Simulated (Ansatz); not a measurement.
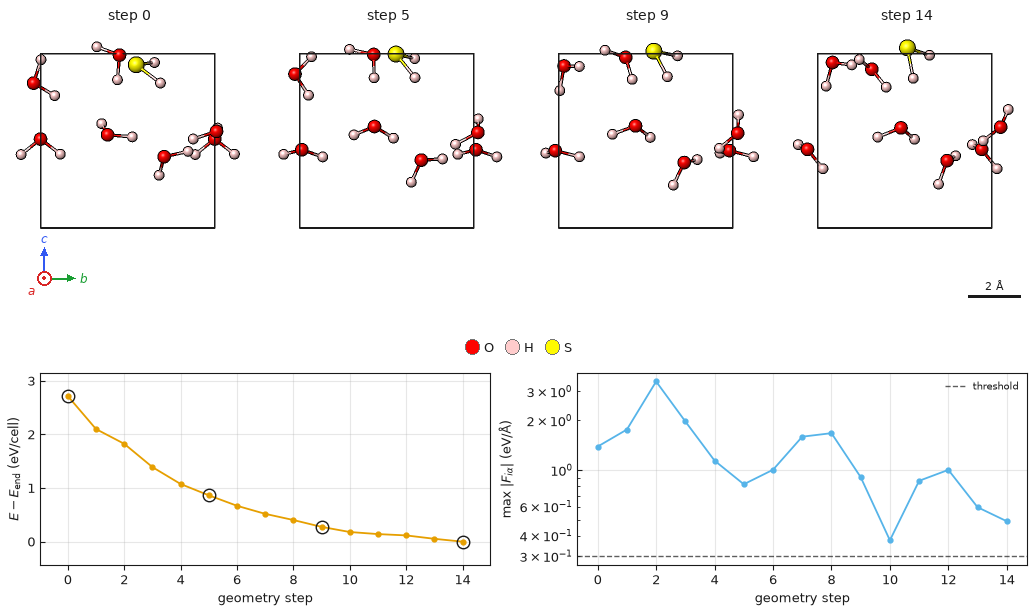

Frames of a relaxation of an amorphous cell of composition H₁₄SO₆, marked on the history of the run. A ball-and-stick model of the cell of the calculation, seen along the a axis.

The cell holds 6 H2O + 1 SH2. The run prepares the start of a later molecular dynamics calculation, from a guessed geometry.

Method: DFT PBE-D3(BJ), scalar-relativistic, plane waves, PAW (Ansatz 0.2.0). Settings: plane-wave cutoff 420 eV; k-point mesh 1 × 1 × 1; occupations fermi dirac; smearing width 0.02 eV; no spin polarisation; atoms relaxed in a fixed cell; force threshold 0.3 eV/Å; at most 15 steps.

### Describe the path.

The relaxation stopped without meeting its thresholds, so the last structure isn't shown to be converged. It used up its limit of 15 steps. The atom that moves furthest is an H atom (1.33 Å roughly along +b). By element the largest moves are H 1.33 Å, O 1.28 Å, S 0.74 Å. The cell stays as it was. Near-neighbour distances that change, for instance: H–O 0.969 → 1.000 Å, H–S 1.339 → 1.359 Å. Among the angles between lasting bonds that change: H–O–H 104.0° → 100.9°. The energy falls by 2.717 eV per cell of the calculation in 14 geometry steps. The largest force component goes from 1.4 to 0.49 eV/Å. The run took 21 s on 1 thread of Arm Neoverse V2 (shared host), peak memory 0.35 GiB. From step 0 to 5: H atoms move most (0.65 Å), energy −1.852 eV per cell of the calculation. From step 5 to 9: an O atom moves most (0.62 Å), energy −0.589 eV per cell of the calculation. From step 9 to 14: an H atom moves most (0.77 Å), energy −0.276 eV per cell of the calculation.

Limits of the set-up: the program's low-accuracy preset was used; the periodic images lie only 6.8 Å apart, so the values are limited by the cell's size.
